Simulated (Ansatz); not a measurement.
## Energy over volume and axial ratio for C (graphite type, space group P6_3/mmc)

C (graphite type, space group P6_3/mmc)

```
C
1.0
    2.45536     0.00000     0.00000
   -1.22768     2.12640     0.00000
    0.00000     0.00000     6.67065
C
4
Direct
  0.00000   0.00000   0.25000
  0.00000   0.00000   0.75000
  0.33333   0.66667   0.25000
  0.66667   0.33333   0.75000
```

Grid over V/V₀ and (c/a)/(c/a)₀, subscript 0 meaning the relaxed cell; the conventional c axis lies along z; no internal relaxation.

Calculation: r2SCAN+rVV10 (plane waves to 500 eV, PAW, scalar-relativistic; Ansatz, a quantum-chemistry and plane-wave program). k mesh 15×15×5 (Γ-centred), Fermi-Dirac smearing 0.05 eV. Energies are smeared free energies. With partly filled bands, the response to shear is sensitive to the k mesh, so small differences along c/a are uncertain. C was relaxed with its symmetry unable to fall. The zero of ΔE is the relaxed starting cell.

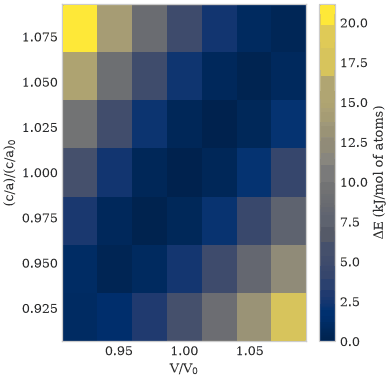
Figure: ΔE (kJ/mol of atoms) over the 7×7 grid of computed points.

The modulus against c/a change at fixed volume, (3/4V)·∂²E/∂(ln c/a)² (fit, atoms clamped) is 230 GPa. Highest place on the grid: V/V₀ = 0.920, (c/a)/(c/a)₀ = 1.080 (220 meV/atom). Lowest place on the grid: V/V₀ = 1.000, (c/a)/(c/a)₀ = 1.000 (0 meV/atom).

Near the relaxed cell σzz − σxx = −2Cδ (compression positive), C being this modulus and δ the logarithm of the ratio.

(Under strain, the slope of the energy per volume gives the stress and its curvature an elastic modulus.)
